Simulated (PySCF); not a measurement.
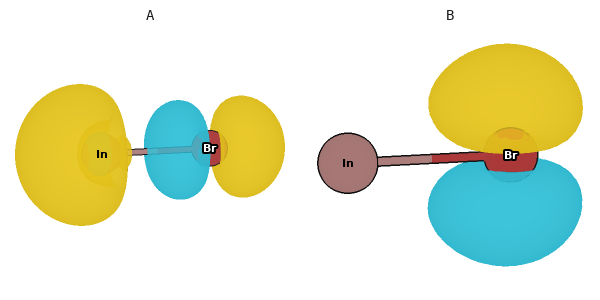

Figure 1: InBr. Two frontier orbitals, each drawn at the value that holds 80 % of its norm (yellow and cyan are the two phases), in no order; of a degenerate pair one member is drawn.

Core potentials replace the inner electrons of In.

Method: PBE0/cc-pVTZ(-PP), non-relativistic Hamiltonian with scalar-relativistic core potentials where named, at a bond length of 2.573 Å in PySCF.

Name the orbitals and rank them from lowest to highest energy.

Answer. Orbital B: π, occupied, −7.71 eV; mainly on Br (90 %).
Orbital A: σ, occupied, −7.06 eV; shared between the atoms (In 55 %, Br 45 %).
